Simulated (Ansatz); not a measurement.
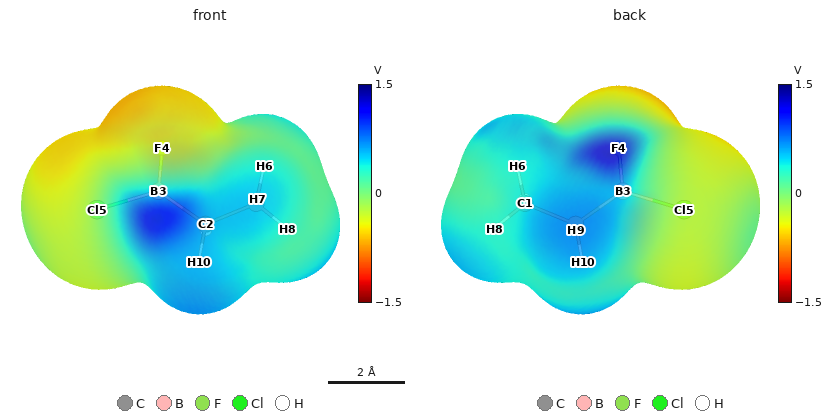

C₂H₅BClF. The molecular electrostatic potential painted on the density surface at 0.001 e/bohr³, seen from the front and from behind; red is negative and blue positive.

Geometry: PBE0-D4/def2-TZVP.

The calculation used RKS PBE0-D4/def2-TZVPP (Ansatz).

```yaml
atoms:
  - { symbol: C, position_ang: [-0.8338, 0.2666, 0.8967] }
  - { symbol: C, position_ang: [0.3268, 0.4494, -0.0733] }
  - { symbol: B, position_ang: [0.6587, -0.7840, -0.9631] }
  - { symbol: F, position_ang: [-0.0245, -1.9097, -0.8814] }
  - { symbol: Cl, position_ang: [1.9714, -0.7489, -2.1368] }
  - { symbol: H, position_ang: [-1.7602, 0.0309, 0.3689] }
  - { symbol: H, position_ang: [-0.6438, -0.5514, 1.5948] }
  - { symbol: H, position_ang: [-1.0066, 1.1708, 1.4836] }
  - { symbol: H, position_ang: [0.1490, 1.2989, -0.7453] }
  - { symbol: H, position_ang: [1.2459, 0.7263, 0.4589] }
```

### Describe the electrostatic potential map.

The most negative region (about −0.7 V) lies over F4, the most positive (about +1.2 V) over B3.
